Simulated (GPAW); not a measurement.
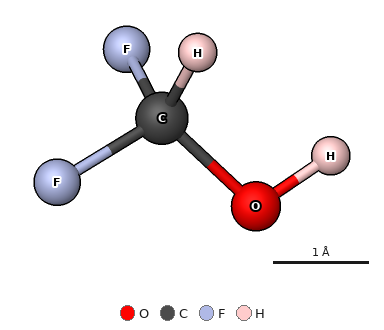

The starting structure (ball-and-stick view, seen at a tilt).

# Geometry relaxation, with input and output: CH$_{2}$F$_{2}$O

System: CH$_{2}$F$_{2}$O, SMILES OC(F)F.
Method: BP86/real-space grid, dispersion D3(BJ), scalar-relativistic datasets (GPAW 26.7.0).

The run did not end well. The geometry comes from this level: UFF from SMILES.

Input (ch2f2o_relax.py)
```python
from ase import Atoms
from ase.calculators.mixing import SumCalculator
from ase.io import write
from ase.optimize import GPMin
from dftd3.ase import DFTD3
from gpaw import GPAW, setup_paths
from gpaw.atom.configurations import parameters
from gpaw.atom.generator import Generator
from gpaw.utilities.adjust_cell import adjust_cell
from rdkit import Chem
from rdkit.Chem import AllChem

rd = Chem.AddHs(Chem.MolFromSmiles("OC(F)F"))
AllChem.EmbedMolecule(rd, randomSeed=448)
AllChem.UFFOptimizeMolecule(rd)
atoms = Atoms([a.GetSymbol() for a in rd.GetAtoms()], positions=rd.GetConformer().GetPositions())
write("start.xyz", atoms)
adjust_cell(atoms, 4.0, h=0.2)

for symbol in ["C", "F", "H", "O"]:
    Generator(symbol, xcname="GGA_X_B88+GGA_C_P86", scalarrel=True, nofiles=True, txt=None).run(**parameters[symbol])
setup_paths.insert(0, ".")

calc = GPAW(mode="fd",
            h=0.2,
            xc="GGA_X_B88+GGA_C_P86",
            occupations={"name": "fermi-dirac", "width": 0.05},
            eigensolver="davidson",
            maxiter=100,
            txt="-")
atoms.calc = SumCalculator([DFTD3(method="BP86", damping="d3bj"), calc])

opt = GPMin(atoms, trajectory="ch2f2o.traj")
converged = opt.run(fmax=0.01, steps=40)
print("Converged:", converged)
print(f"Final energy            {atoms.get_potential_energy():.5f} eV")
write("relaxed.xyz", atoms)
```

Hardware: 1 thread of Arm Neoverse V1, 24 GiB of memory available, shared host.

Run as:
```bash
OMP_NUM_THREADS=1 python ch2f2o_relax.py
```

Log
```
__  _  _
 | _ |_)|_||  |
 |__||  | ||/\| - 26.7.0

units:  Angstrom and eV
cores:  1
OpenMP: False

Versions:
  Python: 3.12.14
  ASE:    3.29.0
  Numpy:  2.5.5
  Scipy:  1.18.1
  Libxc:  7.0.0

        _gpaw.cpython-312-aarch64-linux-gnu.so

Input parameters:
  mode=FD(),
  eigensolver=Davidson(niter=2),
  h=0.2,
  maxiter=100,
  occupations=Occupations(name='fermi-dirac', width=0.05),
  xc=XC(name='GGA_X_B88+GGA_C_P86')

Diagonalizing LCAO Hamiltonian
Converting LCAO to fd mode
       .---------------------------.
      /|                           |
     / |                           |
    /  |                           |
   /   |                           |
  /    |                           |
 *     |                           |
 |     |                           |
 |     |                           |
 |     |         H                 |
 |     |         CF   H            |
 |     |      F    O               |
 |     |                           |
 |     .---------------------------.
 |    /                           /
 |   /                           /
 |  /                           /
 | /                           /
 |/                           /
 *---------------------------*

Atoms  # Å, Bohr magnetons
|   | symbol |        x |        y |        z |    initial magnetic moments |
|---|--------|----------|----------|----------|-----------------------------|
| 0 |      O | 6.350567 | 4.230129 | 4.496450 | ( 0.0000,  0.0000,  0.0000) |
| 1 |      C | 5.197770 | 4.905118 | 4.911137 | ( 0.0000,  0.0000,  0.0000) |
| 2 |      F | 4.084278 | 4.217813 | 4.468013 | ( 0.0000,  0.0000,  0.0000) |
| 3 |      F | 5.183977 | 6.182187 | 4.378956 | ( 0.0000,  0.0000,  0.0000) |
| 4 |      H | 7.115722 | 4.725412 | 4.888986 | ( 0.0000,  0.0000,  0.0000) |
| 5 |      H | 5.165503 | 4.964617 | 6.021044 | ( 0.0000,  0.0000,  0.0000) |

Unit cell  # Å
| periodic |         x |         y |         z |   lengths |    angles |
|----------|-----------|-----------|-----------|-----------|-----------|
|       no | 11.200000 |  0.000000 |  0.000000 | 11.200000 | 90.000000 |
|       no |  0.000000 | 10.400000 |  0.000000 | 10.400000 | 90.000000 |
|       no |  0.000000 |  0.000000 | 10.400000 | 10.400000 | 90.000000 |

Number of symmetries: 1
Symmetry operations  # r_c * U_cc + t_c -> r_c
|   | kind |            matrix            |
|---|------|------------------------------|
| 0 |  E   |  1, 0, 0,  0, 1, 0,  0, 0, 1 |

BZ-sampling:
  Number of BZ points: 1
  Number of IBZ points: 1

  Monkhorst-Pack size: [1, 1, 1]
  Monkhorst-Pack shift: [0, 0, 0]

K-points  # in reciprocal-cell coordinates
|   |                                coordinates |     weight |
|---|--------------------------------------------|------------|
| 0 | (  0.00000000,   0.00000000,   0.00000000) | 1.00000000 |

Uniform wave function grid shape: (np.int64(55), np.int64(51), np.int64(51))
Spin-components: 1 (collinear spins)
Bands:           18
Projectors:      26
Spin-degeneracy: 2
Datatype:        float64

  Storage: CPU
  Wave functions: 20_599_920 bytes (20_599_920 per core)

Parallelization:
  kpt:    1
  domain: 1
  band:   1

Density:
  Valence electrons: 26.0
  Components: 1
  Grid points: [56 52 52]
  Charge: 0.0  # |e|

Potential:
  Grid points: [56 52 52]

species:
  O:
    name:    Oxygen
    Z:       8.0
    valence: 6
    core:    2
    charge:  0.0  # [|e|]
    file:    O.GGA_X_B88+GGA_C_P86
    compensation charges:
      type: gauss
      rc: 0.21  # [Å]
      lmax: 2
    cutoffs:
      filter: 1.17  # [Å]
      core: 0.83  # [Å]
    projectors
    | kind |    occ | energy [eV] | rcut [Å] |
    |------|--------|-------------|----------|
    |   2s |  2.000 |     -24.056 |    0.688 |
    |   2p |  4.000 |      -9.125 |    0.598 |
    |    s |        |       3.155 |    0.688 |
    |    p |        |      18.087 |    0.598 |
    |    d |        |       0.000 |    0.619 |

    Using partial waves for O as LCAO basis

  C:
    name:    Carbon
    Z:       6.0
    valence: 4
    core:    2
    charge:  0.0  # [|e|]
    file:    C.GGA_X_B88+GGA_C_P86
    compensation charges:
      type: gauss
      rc: 0.20  # [Å]
      lmax: 2
    cutoffs:
      filter: 1.14  # [Å]
      core: 1.14  # [Å]
    projectors
    | kind |    occ | energy [eV] | rcut [Å] |
    |------|--------|-------------|----------|
    |   2s |  2.000 |     -13.856 |    0.635 |
    |   2p |  2.000 |      -5.379 |    0.635 |
    |    s |        |      13.355 |    0.635 |
    |    p |        |      21.833 |    0.635 |
    |    d |        |       0.000 |    0.635 |

    Using partial waves for C as LCAO basis

  F:
    name:    Fluorine
    Z:       9.0
    valence: 7
    core:    2
    charge:  0.0  # [|e|]
    file:    F.GGA_X_B88+GGA_C_P86
    compensation charges:
      type: gauss
      rc: 0.20  # [Å]
      lmax: 2
    cutoffs:
      filter: 1.14  # [Å]
      core: 0.74  # [Å]
    projectors
    | kind |    occ | energy [eV] | rcut [Å] |
    |------|--------|-------------|----------|
    |   2s |  2.000 |     -29.987 |    0.635 |
    |   2p |  5.000 |     -11.203 |    0.635 |
    |    s |        |      -2.776 |    0.635 |
    |    p |        |      16.008 |    0.635 |
    |    d |        |       0.000 |    0.635 |

    Using partial waves for F as LCAO basis

  H:
    name:    Hydrogen
    Z:       1.0
    valence: 1
    core:    0
    charge:  0.0  # [|e|]
    file:    H.GGA_X_B88+GGA_C_P86
    compensation charges:
      type: gauss
      rc: 0.15  # [Å]
      lmax: 2
    cutoffs:
      filter: 0.85  # [Å]
      core: 0.53  # [Å]
    projectors
    | kind |    occ | energy [eV] | rcut [Å] |
    |------|--------|-------------|----------|
    |   1s |  1.000 |      -6.636 |    0.476 |
    |    s |        |      20.576 |    0.476 |
    |    p |        |       0.000 |    0.476 |

    Using partial waves for H as LCAO basis

Reference energy: -8530.494308  # eV

eigensolver:
  Davidson
  Converge bands: occupied
  niter=2

density mixing:
  MSR1-Mixer
  Pratt-step length: 0.05
  Maximum mixing coefficient: 0.75
  Old densities: 10
  SVD Regularization: 0.005
  Good broyden scale: 1.0
  Trust region scale: 1.0
  Backstep threshold: 4.0
  History deletion threshold: 6.0
  Fourier metric: weight=20.0, sigma=0.015

occupation numbers:
  Fermi-Dirac:
    width: 0.0500  # eV

FastPoissonSolver using
    Stencil: 6*3+1=19 point O(h^6) finite-difference Laplacian
    FFT axes: []
    FST axes: [np.int64(1), np.int64(2), np.int64(0)]

xc functional:
  name: GGA_X_B88+GGA_C_P86 with 2 nearest neighbor stencil
interpolation: tri-quintic # 5. degree polynomial

Initialization done in: 1.282 s

convergence criteria:
- Maximum [total energy] change in last 3 cyles: 0.0005 eV / valence electron
- Maximum integral of absolute [dens]ity change: 0.0001 electrons / valence electron
- Maximum integral of absolute [eigenst]ate change: 4e-08 eV^2 / valence electron
maximum number of iterations: 100

SCF iterations
|iter     |     time |      energy | eigst |  dens |
|---------|----------|-------------|-------|-------|
|iter:   1| 00:00:02 |  -33.770791 | +1.02 |       |
|iter:   2| 00:00:03 |  -33.480572 | +0.09 | -0.90 |
|iter:   3| 00:00:04 |  -32.065375 | +0.20 | -0.94 |
|iter:   4| 00:00:04 |  -31.949665 | -0.24 | -1.43 |
|iter:   5| 00:00:05 |  -31.944985 | -0.82 | -1.80 |
|iter:   6| 00:00:06 |  -31.946830c| -1.46 | -2.24 |
|iter:   7| 00:00:07 |  -31.947215c| -2.11 | -2.65 |
|iter:   8| 00:00:08 |  -31.947295c| -2.78 | -3.06 |
|iter:   9| 00:00:09 |  -31.947325c| -3.34 | -3.59 |
|iter:  10| 00:00:10 |  -31.947339c| -3.82 | -3.83 |
|iter:  11| 00:00:10 |  -31.947341c| -4.32 | -4.25c|
|iter:  12| 00:00:11 |  -31.947343c| -4.76 | -4.59c|
|iter:  13| 00:00:12 |  -31.947343c| -5.24 | -4.66c|
|iter:  14| 00:00:13 |  -31.947344c| -5.67 | -5.03c|
|iter:  15| 00:00:14 |  -31.947344c| -6.15 | -5.12c|
|iter:  16| 00:00:15 |  -31.947344c| -6.59 | -5.24c|
|iter:  17| 00:00:16 |  -31.947344c| -7.09 | -5.44c|
|iter:  18| 00:00:17 |  -31.947344c| -7.33 | -5.79c|
|iter:  19| 00:00:17 |  -31.947344c| -7.87c| -6.01c|

Converged in 19 steps
SCF loop duration: 15.906 s (0.837 s/step)
Energy contributions relative to reference atoms: (reference = -8530.494308)

Energy contributions:
  Kinetic:          32.448093
  Coulomb:         -37.288711
  Zero:              1.490417
  External:          0.000000
  Xc:              -28.597143
  Entropy:          -0.000000
  Spinorbit:         0.000000
  ----------------------------
  Free energy:     -31.947344
  Extrapolated:    -31.947344

dipole moment: (0.350844, 0.103345, 0.422047)  # |e|*Ang

Fermi level: -4.824
Eigenvalues  # (at kpt = [0.000, 0.000, 0.000])
| band index |      eig [eV] | occ [0-2] |
|------------|---------------|-----------|
|          0 |       -31.823 |     2.000 |
|        ... |               |           |
|          5 |       -14.062 |     2.000 |
|          6 |       -13.783 |     2.000 |
|          7 |       -11.134 |     2.000 |
|          8 |       -10.526 |     2.000 |
|          9 |       -10.252 |     2.000 |
|         10 |        -9.891 |     2.000 |
|         11 |        -9.076 |     2.000 |
|         12 |        -8.112 |     2.000 |
|         13 |        -0.810 |     0.000 |
|         14 |         0.330 |     0.000 |
|         15 |         0.803 |     0.000 |
|         16 |         0.805 |     0.000 |
|         17 |         1.794 |     0.000 |

Gap: 7.302 eV
Transition (v -> c):
  (s=0, k=0, n=12, [0.00, 0.00, 0.00]) -> (s=0, k=0, n=13, [0.00, 0.00, 0.00])
No difference between direct/indirect transitions
vacuum-level: 0.000  # V

Forces  # eV/Ang
|        x |        y |        z |
|----------|----------|----------|
| -0.22412 |  0.51515 |  0.19540 |  # O    0
|  0.42496 | -0.52237 |  0.31514 |  # C    1
|  1.05928 |  0.63345 |  0.42142 |  # F    2
| -0.49345 | -0.48565 | -0.17176 |  # F    3
| -0.57143 | -0.44353 | -0.35090 |  # H    4
| -0.31278 |  0.21734 | -0.33563 |  # H    5

Force computation time: 0.038  # s
       Step     Time          Energy          fmax
GPMin:    0 00:00:17      -32.032037        1.307694
       .---------------------------.
      /|                           |
     / |                           |
    /  |                           |
   /   |                           |
  /    |                           |
 *     |                           |
 |     |                           |
 |     |                           |
 |     |         H                 |
 |     |         C   H             |
 |     |      F    O               |
 |     |                           |
 |     .---------------------------.
 |    /                           /
 |   /                           /
 |  /                           /
 | /                           /
 |/                           /
 *---------------------------*

Atoms  # Å, Bohr magnetons
|   | symbol |        x |        y |        z |    initial magnetic moments |
|---|--------|----------|----------|----------|-----------------------------|
| 0 |      O | 6.305563 | 4.332850 | 4.535377 | ( 0.0000,  0.0000,  0.0000) |
| 1 |      C | 5.282414 | 4.801099 | 4.973804 | ( 0.0000,  0.0000,  0.0000) |
| 2 |      F | 4.295886 | 4.344169 | 4.552030 | ( 0.0000,  0.0000,  0.0000) |
| 3 |      F | 5.085897 | 6.085039 | 4.344866 | ( 0.0000,  0.0000,  0.0000) |
| 4 |      H | 7.001319 | 4.637202 | 4.819106 | ( 0.0000,  0.0000,  0.0000) |
| 5 |      H | 5.103331 | 5.007873 | 5.954069 | ( 0.0000,  0.0000,  0.0000) |

Unit cell  # Å
| periodic |         x |         y |         z |   lengths |    angles |
|----------|-----------|-----------|-----------|-----------|-----------|
|       no | 11.200000 |  0.000000 |  0.000000 | 11.200000 | 90.000000 |
|       no |  0.000000 | 10.400000 |  0.000000 | 10.400000 | 90.000000 |
|       no |  0.000000 |  0.000000 | 10.400000 | 10.400000 | 90.000000 |

Initialization done in: 0.558 s

convergence criteria:
- Maximum [total energy] change in last 3 cyles: 0.0005 eV / valence electron
- Maximum integral of absolute [dens]ity change: 0.0001 electrons / valence electron
- Maximum integral of absolute [eigenst]ate change: 4e-08 eV^2 / valence electron
maximum number of iterations: 100

SCF iterations
|iter     |     time |      energy | eigst |  dens |
|---------|----------|-------------|-------|-------|
|iter:   1| 00:00:18 |    1.629772 | +0.97 |       |
|iter:   2| 00:00:19 |    0.232674 | +0.11 | -1.18 |
|iter:   3| 00:00:20 |-1128.739739 | +3.27 | -1.20 |
|iter:   4| 00:00:21 |  100.350940 | +2.51 | +0.13 |
|iter:   5| 00:00:22 |   52.762288 | +2.95 | -0.18 |
|iter:   6| 00:00:23 |    3.654008 | +2.53 | -0.70 |
|iter:   7| 00:00:23 |  -20.059942 | +2.02 | -1.13 |
|iter:   8| 00:00:24 |  -22.621053 | +1.46 | -1.31 |
|iter:   9| 00:00:25 |  -22.937550 | +0.77 | -1.31 |
|iter:  10| 00:00:26 |  -25.634580 | +0.57 | -1.59 |
|iter:  11| 00:00:27 |-42830.341840 | +5.99 | -1.67 |
|iter:  12| 00:00:28 |  586.835115 | +3.20 | +0.29 |
|iter:  13| 00:00:29 |  403.547273 | +3.17 | +0.26 |
|iter:  14| 00:00:29 |  229.816953 | +3.15 | +0.16 |
|iter:  15| 00:00:30 |  132.996121 | +2.85 | +0.02 |
|iter:  16| 00:00:31 |   80.502407 | +2.60 | -0.11 |
|iter:  17| 00:00:32 |   49.276720 | +2.41 | -0.22 |
|iter:  18| 00:00:33 |   27.811775 | +2.27 | -0.33 |
|iter:  19| 00:00:34 |   13.509189 | +2.06 | -0.45 |
|iter:  20| 00:00:35 |    2.950915 | +1.96 | -0.55 |
|iter:  21| 00:00:36 |   -9.234632 | +2.12 | -0.69 |
|iter:  22| 00:00:36 |  -22.221681 | +2.17 | -0.91 |
|iter:  23| 00:00:37 |  -25.296741 | +1.39 | -1.44 |
|iter:  24| 00:00:38 |  -28.344098 | +0.88 | -1.55 |
|iter:  25| 00:00:39 |  -29.095545 | +0.30 | -1.46 |
|iter:  26| 00:00:40 |  -28.701226 | -0.22 | -1.39 |
|iter:  27| 00:00:41 |  -27.546525 | -0.47 | -1.37 |
|iter:  28| 00:00:42 |  -27.147262 | -0.22 | -1.49 |
|iter:  29| 00:00:43 |  -28.563923 | -0.70 | -1.86 |
|iter:  30| 00:00:43 |  -28.694903 | -0.81 | -1.76 |
|iter:  31| 00:00:44 |  -28.831586 | -1.30 | -1.59 |
|iter:  32| 00:00:45 |  -28.666171 | -0.84 | -1.59 |
|iter:  33| 00:00:46 |-38353.555037 | +5.89 | -1.97 |
|iter:  34| 00:00:47 |-336396.602688 | +7.58 | +0.29 |
|iter:  35| 00:00:48 |-609278.437442 | +8.06 | +0.30 |
|iter:  36| 00:00:49 |-974652.050851 | +8.53 | +0.30 |
|iter:  37| 00:00:50 |-1530724.274608 | +8.90 | +0.30 |
|iter:  38| 00:00:50 |-2128354.406997 | +9.14 | +0.30 |
|iter:  39| 00:00:51 |-2680007.698961 | +9.28 | +0.30 |
|iter:  40| 00:00:52 |-3127610.077238 | +9.37 | +0.30 |
|iter:  41| 00:00:53 |-3687288.483501 | +9.46 | +0.30 |
|iter:  42| 00:00:54 |-4191012.806570 | +9.55 | +0.30 |
|iter:  43| 00:00:55 |-4788065.993942 | +9.63 | +0.30 |
|iter:  44| 00:00:56 |-5446430.103970 | +9.67 | +0.30 |
|iter:  45| 00:00:57 |-6069946.806704 | +9.70 | +0.30 |
|iter:  46| 00:00:57 |-6508442.574559 | +9.70 | +0.30 |
|iter:  47| 00:00:58 |-6821838.962354 | +9.67 | +0.30 |
|iter:  48| 00:00:59 |-6959827.974205 | +9.62 | +0.30 |
|iter:  49| 00:01:00 |-7188800.373125 | +9.57 | +0.30 |
|iter:  50| 00:01:01 |-7406481.562814 | +9.52 | +0.30 |
|iter:  51| 00:01:02 |-7552769.510497 | +9.46 | +0.30 |
|iter:  52| 00:01:03 |-7718718.125701 | +9.41 | +0.30 |
|iter:  53| 00:01:04 |-7876306.551425 | +9.38 | +0.30 |
|iter:  54| 00:01:04 |-8045743.666525 | +9.35 | +0.30 |
|iter:  55| 00:01:05 |-8163659.931649 | +9.32 | +0.30 |
|iter:  56| 00:01:06 |-8310338.283547 | +9.30 | +0.30 |
|iter:  57| 00:01:07 |-8453655.349510 | +9.28 | +0.30 |
|iter:  58| 00:01:08 |-8583857.096106 | +9.24 | +0.30 |
|iter:  59| 00:01:09 |-8688737.079346 | +9.20 | +0.30 |
|iter:  60| 00:01:10 |-8780132.269101 | +9.14 | +0.30 |
|iter:  61| 00:01:11 |-8859239.734861 | +9.09 | +0.30 |
|iter:  62| 00:01:11 |-8927946.650566 | +9.03 | +0.30 |
|iter:  63| 00:01:12 |-8984864.748365 | +8.97 | +0.30 |
|iter:  64| 00:01:13 |-9033529.790522 | +8.90 | +0.30 |
|iter:  65| 00:01:14 |-9018425.820990 | +8.83 | +0.30 |
|iter:  66| 00:01:15 |-9053638.840355 | +8.77 | +0.30 |
|iter:  67| 00:01:16 |-9085954.781527 | +8.70 | +0.30 |
|iter:  68| 00:01:17 |-9111701.697360 | +8.63 | +0.30 |
|iter:  69| 00:01:18 |-9132166.330586 | +8.57 | +0.30 |
|iter:  70| 00:01:18 |-9150202.747699 | +8.50 | +0.30 |
|iter:  71| 00:01:19 |-9164479.799447 | +8.43 | +0.30 |
|iter:  72| 00:01:20 |-3925568.216815 | +7.62 | +0.30 |
|iter:  73| 00:01:21 |-778902.731589 | +8.36 | +0.30 |
|iter:  74| 00:01:22 |-124766.595618 | +7.18 | +0.30 |
|iter:  75| 00:01:23 |-280065.251553 | +7.91 | +0.29 |
|iter:  76| 00:01:24 |-193892.237045 | +7.60 | +0.30 |
|iter:  77| 00:01:25 |-47315.928870 | +6.33 | +0.30 |
|iter:  78| 00:01:25 |-6447521.504778 |+10.18 | +0.29 |
|iter:  79| 00:01:26 |-5936188.231277 |+10.05 | +0.30 |
|iter:  80| 00:01:27 |-17896679.108504 |+11.40 | +0.30 |
|iter:  81| 00:01:28 |-12367876.453831 |+11.18 | +0.29 |
|iter:  82| 00:01:29 |-22947040.189452 |+11.77 | +0.29 |
|iter:  83| 00:01:30 |-2306685.613705 | +9.55 | +0.30 |
|iter:  84| 00:01:31 |-505175153.601003 |+14.10 | +0.30 |
|iter:  85| 00:01:31 |-3752498643.885824 |+15.66 | +0.29 |
|iter:  86| 00:01:32 |-6844876740.627245 |+16.05 | +0.26 |
|iter:  87| 00:01:33 |-9152866361.837898 |+16.18 | +0.27 |
|iter:  88| 00:01:34 |-10772531800.135406 |+16.17 | +0.31 |
|iter:  89| 00:01:35 |-9358896786.545052 |+16.05 | +0.36 |
|iter:  90| 00:01:36 |-8110602754.534174 |+15.76 | +0.35 |
|iter:  91| 00:01:37 |-6881894329.375713 |+15.60 | +0.36 |
|iter:  92| 00:01:38 |-2177988738.742948 |+14.97 | +0.35 |
|iter:  93| 00:01:38 |-541250451.642100 |+14.32 | +0.31 |
|iter:  94| 00:01:39 |-91987085.756637 |+12.90 | +0.22 |
|iter:  95| 00:01:40 |-124754617.429612 |+13.28 | +0.20 |
|iter:  96| 00:01:41 |-16083809.398372 |+11.47 | +0.19 |
|iter:  97| 00:01:42 |-25484280.222220 |+11.92 | +0.20 |
|iter:  98| 00:01:43 |-24853367.041601 |+11.90 | +0.22 |
|iter:  99| 00:01:44 |-14960448.298691 |+11.21 | +0.24 |
|iter: 100| 00:01:44 |-123357376.087810 |+13.07 | +0.24 |
gpaw.KohnShamConvergenceError
```

What the run reported

```csv
quantity,value
outcome,not converged
wall time,1.8 min
peak memory,0.45 GiB
```

What went wrong

The run did not converge. Its last values are not results. Further notes kept with the run: datasets made with stock radii, not tested.
